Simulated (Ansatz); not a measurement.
# Monolayer of P, 4 atoms, biaxial strain +2.0 %, part 2 of 2

Ansatz 0.2.0, PAW.

## Step 3: HSE06 single point

File in.yaml:

```yaml
crystal:
  lattice:
    - [3.350911, 0.000000, 0.000000]
    - [0.000000, 4.521344, 0.000000]
    - [0.000000, 0.000000, 18.000000]
  atoms:
    - { symbol: P, position: [0.000000, 0.086688, 0.558313] }
    - { symbol: P, position: [0.500000, 0.413312, 0.558313] }
    - { symbol: P, position: [0.000000, 0.913312, 0.441687] }
    - { symbol: P, position: [0.500000, 0.586688, 0.441687] }
kpoints:
  mp_grid: { grid: [6, 6, 1] }
hamiltonian:
  xc: hse06
scf:
  occupations: { method: fermi_dirac, width: 0.01 }
output:
  forces: true
  eigenvalues: true
  populations: true
  eigenstates: { kpoints: [[0, 0, 0]], e_range: [-4.0, 4.0], localisation: true }
```

Launch:

```
$ ansatz run in.yaml --threads 2 --pin off --max-ram 20900MiB --runs-dir r --events-out ev --progress --plain --backend cuda --devices 0, --max-vram 18GiB
```

The program printed:

```text
Pseudopotentials: kind: paw
Functional definition: HSE06
  parameter a = 0.25
  parameter omega = 0.11/bohr
  exchange = pbe_x - a*pbe_x_sr(omega) + a*exact_x_sr(omega)
  correlation = pbe_c
Crystal: 4 atoms, lattice volume = 272.711 Å³
Basis set: ecut = 420 eV, 5369 PW (Γ), exchange–correlation on 48×64×250 points (8 copies of the dense FFT grid, shifted against one another)
Bands: 14, of which v1, the nominal top of the filled ones, is band 10 counted from 1 (9 counted from 0)
Symmetry: 8 space group operations
Space group: Pmna (ITA 53), of the structure as read, at distance tolerance 6.5e-5 Å
k-points: 16 of 36
Non-local potential: P, projectors of the file, l = 0: 2, l = 1: 2, l = 2: 2
PAW form: soft (Blöchl's): semilocal exchange-correlation on the pseudo side does not see the compensation charge
PAW frozen core: P, regenerated for the run's functional, and the local potential with it (the file was generated under x = pbe(κ = 0.804, μ = 0.2195149727645171), c = pbe(β = 0.06672455060314922))
PAW one-centre angular grid: P, 110 points (default); XC on 64 Gauss nodes
Initial density: superposition of atomic densities (neutral atoms: chi_scale 0, normalization atom), corrected by the library's trained network
Initial wavefunctions: pseudopotential atomic-orbital guess
Functional: x = pbe(κ = 0.804, μ = 0.2195149727645171), c = pbe(β = 0.06672455060314922), warm-up for x = pbe(κ = 0.804, μ = 0.2195149727645171) + 0.25 (exact − pbe) at short range (hse, ω = 0.20786987370883472 Å⁻¹), c = pbe(β = 0.06672455060314922); HSE06 as pw.x's `hse` composes it (authors' and Libxc's form: `xc: wpbeh`)
SCF iter   1: F=—  HF=-3022.629150 eV  |F-HF|=—  |Δ(HF+E_count)|=         —  Δρ=1.47e-3  dr2=9.00e-3  ethr=1.77e-3  ⟨swp⟩=7.6  Hψ=1147  notcnv=0
preconditioner: auto → none  [insulator: Δε(μ)=0.937 eV  Ē_g=8.770 eV  σ=0.010 eV  W_gap=1.00  n_scr=24 (ndim 8)  ℏωp=10.1 eV  f_vac=0.645  D(μ)=0.00/eV (n_scr^D=0)]
SCF iter   2: F=—  HF=-3022.628525 eV  |F-HF|=—  |Δ(HF+E_count)|=   6.25e-4  Δρ=6.04e-4  dr2=1.47e-3  ethr=4.50e-5  ⟨swp⟩=5.2  Hψ=741  notcnv=0  defer=7
SCF iter   3: F=—  HF=-3022.628311 eV  |F-HF|=—  |Δ(HF+E_count)|=   2.13e-4  Δρ=3.09e-4  dr2=1.89e-4  ethr=7.36e-6  ⟨swp⟩=3.8  Hψ=639  notcnv=0
SCF iter   4: F=-3022.628379 eV  HF=-3022.628351 eV  |F-HF|=2.82e-5  |Δ(HF+E_count)|=   3.99e-5  Δρ=1.39e-4  dr2=2.92e-5  ethr=9.43e-7  ⟨swp⟩=3.0  Hψ=528  notcnv=0
SCF 1 stopped early in 4 iterations: F = -3022.628379 eV  dr2 = 2.92e-5
Initial density: handed on by an earlier stage of this run
Initial wavefunctions: those handed on with the density
Functional: x = pbe(κ = 0.804, μ = 0.2195149727645171) + 0.25 (exact − pbe) at short range (hse, ω = 0.20786987370883472 Å⁻¹), c = pbe(β = 0.06672455060314922); HSE06 as pw.x's `hse` composes it (authors' and Libxc's form: `xc: wpbeh`)
Exchange kernel: α = 0.2500, screened, ω = 0.2079 Å⁻¹, Wigner–Seitz truncation, v(0) = 1044.8949 eV·Å³, q-mesh 6×6×1, nearest image of the exchange supercell L = 18.00 Å, pair-density grid 18×24×75, without the augmentation charges, whose exchange is taken in its separable form by FFT convolution over the k-point mesh (sized by the pseudopotential files, 24×32×125 at the most), smooth part of the [...]
Frozen-core exchange: fock
SCF iter   1: F=—  HF=-3024.402819 eV  |F-HF|=—  |Δ(HF+E_count)|=         —  Δρ=2.20e-3  dr2=1.32e-2  ethr=1.46e-6  ⟨swp⟩=7.8  Hψ=1229  notcnv=0
preconditioner: auto → none  [insulator: Δε(μ)=1.564 eV  Ē_g=10.192 eV  σ=0.010 eV  W_gap=1.00  n_scr=24 (ndim 8)  ℏωp=10.1 eV  f_vac=0.641  D(μ)=0.00/eV (n_scr^D=0)]
SCF iter   2: F=—  HF=-3024.398148 eV  |F-HF|=—  |Δ(HF+E_count)|=   4.67e-3  Δρ=8.78e-4  dr2=2.49e-3  ethr=1.46e-6  ⟨swp⟩=4.9  Hψ=890  notcnv=0
SCF iter   3: F=—  HF=-3024.406751 eV  |F-HF|=—  |Δ(HF+E_count)|=   8.60e-3  Δρ=6.45e-4  dr2=1.02e-3  ethr=1.46e-6  ⟨swp⟩=4.7  Hψ=869  notcnv=0
iter 4 solved again at ethr=1.24e-7 eV; its pass at ethr=1.46e-6 eV (dr2=2.48e-5 eV) is discarded
SCF iter   4: F=—  HF=-3024.406417 eV  |F-HF|=—  |Δ(HF+E_count)|=   3.34e-4  Δρ=1.16e-4  dr2=6.12e-5  ethr=1.24e-7  ⟨swp⟩=2.0  Hψ=1005  notcnv=0
SCF iter   5: F=—  HF=-3024.406708 eV  |F-HF|=—  |Δ(HF+E_count)|=   2.90e-4  Δρ=1.01e-4  dr2=4.46e-5  ethr=1.24e-7  ⟨swp⟩=4.2  Hψ=638  notcnv=0
SCF iter   6: F=-3024.406692 eV  HF=-3024.406694 eV  |F-HF|=1.28e-6  |Δ(HF+E_count)|=   1.39e-5  Δρ=1.59e-5  dr2=2.91e-6  ethr=1.24e-7  ⟨swp⟩=3.0  Hψ=504  notcnv=0
SCF 2 stopped early in 6 iterations: F = -3024.406692 eV  dr2 = 2.91e-6
  Residual-converged pass: ⟨swp⟩=5.0  Hψ=749  notcnv=0  max |occ|·‖R‖ = 6.6e-6 eV (tolerance 6.7e-6 eV)  dr2=2.96e-6  dr2_onsite=1.37e-8  max |Δocc| = 0.0e0
hybrid outer 1: dexx = +1.096e-2 eV, tail = 9.01e-6 eV
SCF iter   1: F=—  HF=-3024.406740 eV  |F-HF|=—  |Δ(HF+E_count)|=         —  Δρ=1.28e-5  dr2=5.61e-7  ethr=2.25e-7  ⟨swp⟩=4.2  Hψ=592  notcnv=0
preconditioner: auto → none  [insulator: Δε(μ)=1.626 eV  Ē_g=10.218 eV  σ=0.010 eV  W_gap=1.00  n_scr=24 (ndim 8)  ℏωp=10.1 eV  f_vac=0.641  D(μ)=0.00/eV (n_scr^D=0)]
SCF iter   2: F=—  HF=-3024.406740 eV  |F-HF|=—  |Δ(HF+E_count)|=   2.01e-8  Δρ=3.73e-6  dr2=1.12e-7  ethr=2.36e-9  ⟨swp⟩=3.6  Hψ=530  notcnv=0
SCF iter   3: F=—  HF=-3024.406740 eV  |F-HF|=—  |Δ(HF+E_count)|=   6.86e-7  Δρ=3.73e-6  dr2=6.93e-8  ethr=1.20e-10  ⟨swp⟩=4.4  Hψ=713  notcnv=0
SCF iter   4: F=—  HF=-3024.406740 eV  |F-HF|=—  |Δ(HF+E_count)|=   2.19e-8  Δρ=4.89e-7  dr2=3.72e-9  ethr=1.20e-10  ⟨swp⟩=3.0  Hψ=502  notcnv=0
SCF iter   5: F=-3024.406740 eV  HF=-3024.406740 eV  |F-HF|=7.92e-10  |Δ(HF+E_count)|=   2.51e-8  Δρ=7.60e-7  dr2=1.70e-9  ethr=2.13e-12  ⟨swp⟩=4.9  Hψ=824  notcnv=0
SCF 3 converged in 5 iterations: F = -3024.406740 eV  dr2 = 1.70e-9
  Residual-converged pass: ⟨swp⟩=2.7  Hψ=407  notcnv=0  max |occ|·‖R‖ = 5.8e-7 eV (tolerance 6.3e-7 eV)  dr2=1.69e-9  dr2_onsite=1.83e-11  max |Δocc| = 0.0e0
[... from here the SCF cycle lines were not kept, up to the last twenty ...]
hybrid outer 2: dexx = +9.061e-7 eV, tail = 4.86e-9 eV, Δε = 1.53e-3 eV (about 3.33e-5 eV left of the loop's levels), ΔF = 6.82e-4 eV/Å (tail 2.72e-4)
NSCF: frozen V_eff on 1 k-points
hybrid SCF converged: 2 outer / 11 inner (+4 warm-up), last move |dexx| = 9.06e-7 eV, tail = 4.86e-9 eV
Stability not checked: this state was not tested for a lower state beside it, because the functional holds exact exchange (a hybrid, or Hartree-Fock), whose exchange loop this test does not read (fock_operator; see scf.lower_state_search)
Free energy (F): -3024.406740 eV
Harris-Foulkes:  -3024.406740 eV  (|F-HF|=7.92e-10)
Internal energy: -3024.406740 eV  (E = F + TS)
E sigma→0 (E₀):  -3024.406740 eV
Fermi energy:    -1.222687 eV
--- Per-component energies (eV) ---
  E_band       = -176.568681
  E_kinetic    = 277.608614
  E_local      = -4504.016947  (includes V_loc(G=0)·N_el)
  E_nonlocal   = 133.725905
  E_hartree    = 2103.104599
  E_xc         = -199.077669
  E_vxc        = -195.458258  (∫ρ·V_xc dr)
  E_exx        = -31.939877  (= α·E_x^exact, valence–valence)
  E_paw        = -2291.817208  (= ΣΔE_a)
  E_vpaw       = -30.757774  (= ΣTr[D̂ρ^β])
  E_aug_tail   = 0.000013  (compensation charges beyond the density's cutoff)
  E_ewald      = 1488.308438
  E_core_change = -0.302608  (= ΣΔE_core)
  E_smearing   = -0.000000  (= −TS)
  E_closure    = 0.000000  (closes the sum)
  Σ components = -3024.406740   (vs F -3024.406740, Δ=4.55e-13)
--- Forces (eV/Å), atoms counted from 1 ---
  atom   1  P     -0.00000000     0.17646420    -0.11786475
  atom   2  P     -0.00000000    -0.17646420    -0.11786475
  atom   3  P     -0.00000000    -0.17646420     0.11786475
  atom   4  P     -0.00000000     0.17646420     0.11786475
  max |Σ_I F_I| component: 5.55e-17 eV/Å
--- Band table (eV; the first three rows and the last of 16) ---
  k-point 0: bands = ["-18.6283", "-15.7492", "-12.1552", "-8.2430", "-7.0817", "-7.0566", "-5.9692", "-4.1182", "-3.8299", "-2.0361", "-0.4093", "0.0575", "1.2575", "2.0823"]
  k-point 1: bands = ["-18.4720", "-15.9585", "-12.2210", "-9.0226", "-6.7506", "-6.4103", "-5.8460", "-4.2229", "-3.1831", "-2.8566", "0.1864", "0.3040", "0.9224", "1.9448"]
  k-point 2: bands = ["-18.0198", "-16.5589", "-12.0450", "-10.2864", "-6.1393", "-5.5017", "-4.9499", "-4.5424", "-4.1090", "-2.4777", "0.4242", "0.4916", "1.4285", "1.8834"]
  k-point 15: bands = ["-15.2057", "-15.2057", "-12.8653", "-12.8653", "-7.4038", "-7.4038", "-7.2204", "-7.2204", "-3.3677", "-3.3677", "1.1872", "1.1872", "2.9485", "2.9485"]
--- Löwdin populations: 4 sites ---
  site symbol       q [e]
     0      P      4.9127
     1      P      4.9127
     2      P      4.9127
     3      P      4.9127
  spilling = 0.017465 (of n_electrons = 20.000000)
```

It took 8 s on 1 × NVIDIA H100 80GB HBM3 with 2 threads of AMD EPYC 7R13, shared host; peak host memory 1.9 GiB.

Spacing of the frontier levels at a 6×6×1 mesh: 1.63 eV (-2.036 to -0.409 eV).

On these atoms HSE06 leaves forces up to 0.21 eV/Å (on P1), as they were relaxed at another level of theory (and may have been on other k points).

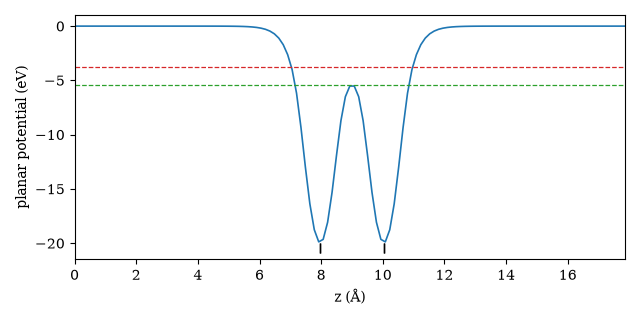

Planar mean of the electrostatic potential energy along c, from the vacuum level; ticks mark the atoms, dashed lines the top filled and lowest empty levels.

The top filled level lies 5.43 eV and the lowest empty level 3.81 eV below the vacuum level.

## Step 4: r²SCAN single point

in.yaml: that of step 3 with these lines changed.

```diff
@@ -13,3 +13,3 @@
 hamiltonian:
-  xc: hse06
+  xc: r2scan
 scf:
@@ -21 +21,5 @@
   eigenstates: { kpoints: [[0, 0, 0]], e_range: [-4.0, 4.0], localisation: true }
+  write_density: true
+  write_potential: true
+  elf: true
+  volumetric_format: npy
```

Launch:

```
$ ansatz run in.yaml --threads 2 --pin off --max-ram 20900MiB --runs-dir r --events-out ev --progress --plain --backend cuda --devices 0, --max-vram 18GiB
```

The program printed (excerpt; [...] marks lines left out):

```text
[... 1 set-up line as earlier in the session ...]
Functional definition: r2SCAN
[...]
Crystal: 4 atoms, lattice volume = 272.711 Å³
Basis set: ecut = 500 eV, 6913 PW (Γ), exchange–correlation on 100×144×540 points (64 copies of the dense FFT grid, shifted against one another)
Bands: 14, of which v1, the nominal top of the filled ones, is band 10 counted from 1 (9 counted from 0)
[... 2 set-up lines as earlier in the session ...]
k-points: 16 of 36
[...]
SCF iter   1: F=—  HF=-3036.469414 eV  |F-HF|=—  |Δ(HF+E_count)|=         —  Δρ=2.83e-3  dr2=3.22e-2  dr2_τ=3.04e-2  ethr=1.77e-3  ⟨swp⟩=10.2  Hψ=2147  notcnv=0
[...]
SCF iter   6: F=-3036.491642 eV  HF=-3036.491641 eV  |F-HF|=2.74e-8  |Δ(HF+E_count)|=   2.16e-6  Δρ=2.46e-6  dr2=1.69e-8  dr2_τ=5.64e-10  ethr=5.00e-10  ⟨swp⟩=14.6  Hψ=2282  notcnv=0
[...]
NSCF: frozen V_eff on 1 k-points
SCF converged after 6 iterations
Free energy (F): -3036.491642 eV
[...]
E sigma→0 (E₀):  -3036.491642 eV
Fermi energy:    -1.200053 eV
[...]
--- Forces (eV/Å), atoms counted from 1 ---
  atom   1  P      0.00000000     0.19855197    -0.01301844
  atom   2  P      0.00000000    -0.19855197    -0.01301844
  atom   3  P      0.00000000    -0.19855197     0.01301844
  atom   4  P      0.00000000     0.19855197     0.01301844
[...]
--- Band table (eV; the first three rows and the last of 16) ---
  k-point 0: bands = ["-17.5189", "-14.7728", "-11.3484", "-7.7109", "-6.4824", "-6.4568", "-5.5957", "-3.8196", "-3.4656", "-1.7624", "-0.6377", "-0.1440", "0.9248", "1.6086"]
[...]
--- Löwdin populations: 4 sites ---
  site symbol       q [e]
     0      P      4.9122
     1      P      4.9122
     2      P      4.9122
     3      P      4.9122
  spilling = 0.017564 (of n_electrons = 20.000000)
```

Run time: 3.2 s. Hardware: 1 × NVIDIA H100 80GB HBM3 with 2 threads of AMD EPYC 7R13, shared host; peak host memory 1.6 GiB.

Spacing of the frontier levels at a 6×6×1 mesh: 1.12 eV (-1.762 to -0.638 eV).

On these atoms r²SCAN leaves forces up to 0.20 eV/Å (on P1), as they were relaxed at another level of theory (and may have been on other k points).

The top filled level lies 5.17 eV and the lowest empty level 4.04 eV below the vacuum level.

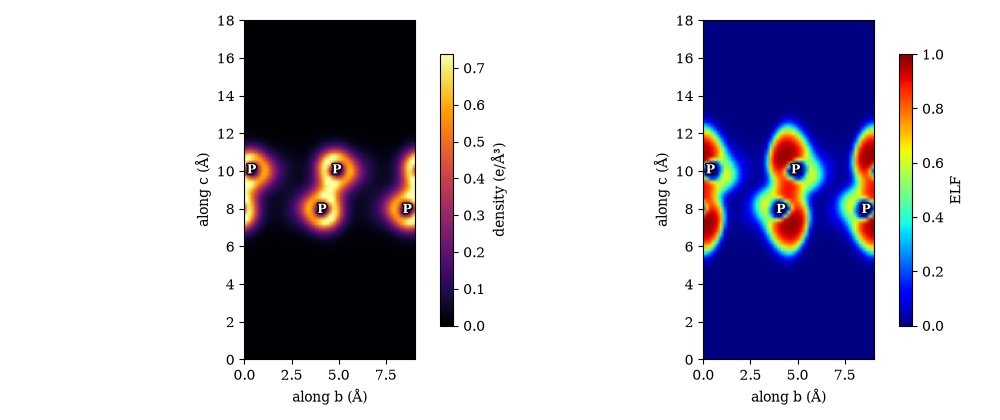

Density (left) and ELF (right) in a lattice plane of the grid's cell (edges 4.52 and 18.00 Å, at 0.000 of the third edge), which holds P. Only atoms in the plane are labelled; the density scale stops at 0.74 e/Å³. Both are smooth fields of the valence electrons: close to the nuclei they are not physical.

Maxima of ELF outside the ion cores: 0.98 beside P, off the lines to its neighbours, 0.9 Å from P; 0.90 on the P–P line, 1.1 Å from P.

## Step 5: Summary of results

This closing draws on all 2 parts.

| level | time | k points | top filled to lowest empty (eV) | top filled below vacuum (eV) | energy (eV/atom) |
| --- | --- | --- | --- | --- | --- |
| PBEsol, relaxation | 3.4 s (GPU) | 9×9×1 | 0.90 | 5.02 | -739.9746 |
| HSE06 | 8 s (GPU) | 6×6×1 | 1.63 | 5.43 | -756.1017 |
| r²SCAN | 3.2 s (GPU) | 6×6×1 | 1.12 | 5.17 | -759.1229 |

| quantity | value |
| --- | --- |
| relaxation | 4 recorded steps, 0.01 eV gained |
| largest shift | 0.02 Å (P4 and others alike) |

The relaxation lowers the energy by 0.01 eV; the largest shift is 0.02 Å (P4 and others alike). At the same k points, r²SCAN gives a spacing 0.50 eV smaller than the 1.63 eV of HSE06. The relaxation ran on other k points, so part of any difference from the later rows can come from the mesh. Exact exchange costs time: HSE06 ran about 2.5 times as long as r²SCAN on the same kind of device.
